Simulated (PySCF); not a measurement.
# RuF (quartet): what the fields show

```xyz
2

Ru    0.0000    0.0000   -0.3001
F     0.0000    0.0000    1.6099
```

Core potentials replace the inner electrons of Ru.

Theory: PBE0/cc-pVDZ(-PP), non-relativistic Hamiltonian with scalar-relativistic core potentials where named, at a bond length of 1.910 Å (PySCF).

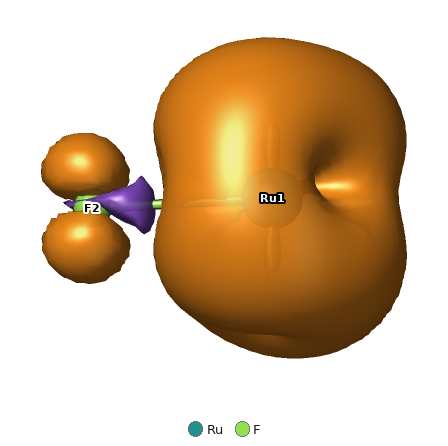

Figure 1. Isosurfaces of the spin density at +0.02 (orange) and −0.02 e/Å³ (purple), seen from one side.

Q: Which atoms carry the spin?

A: The unpaired spin (3 electrons) lies mostly on Ru1 (about 2.9) and F2 (about 0.1), in electrons by Hirshfeld's partition.

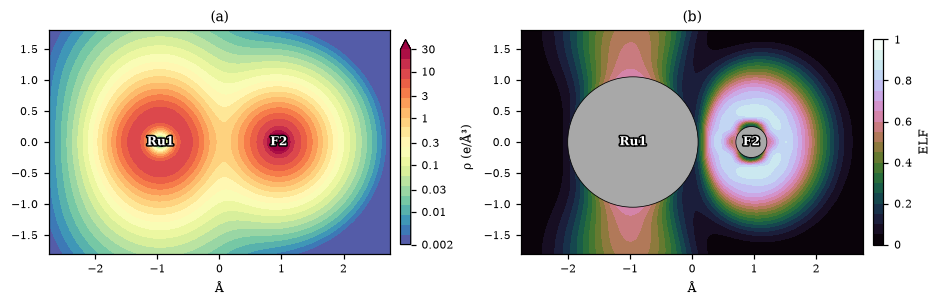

Figure 2. (a) electron density; (b) electron localisation function on a plane that holds the molecular axis. Grey discs cover the atomic cores in the ELF map.

Q: Describe what can be read from this map.

A:
- Atoms in the plane: Ru and F.
- Ru–F (1.91 Å): ρ is about 0.89 e/Å³ halfway; the ELF peaks at about 0.80 in the valence shell of F, 0.5 Å from its nucleus, and drops to about 0.15 between the two atoms.

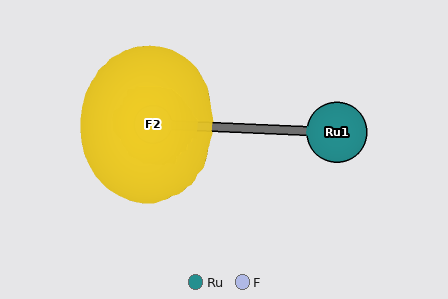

Figure 3. Isosurface of the ELF at 0.75 (yellow), seen from one side. Core shells and regions of very low density are left out.

Q: What do the ELF domains correspond to?

A: The ELF exceeds this value in one region wrapped around F (its valence shell).
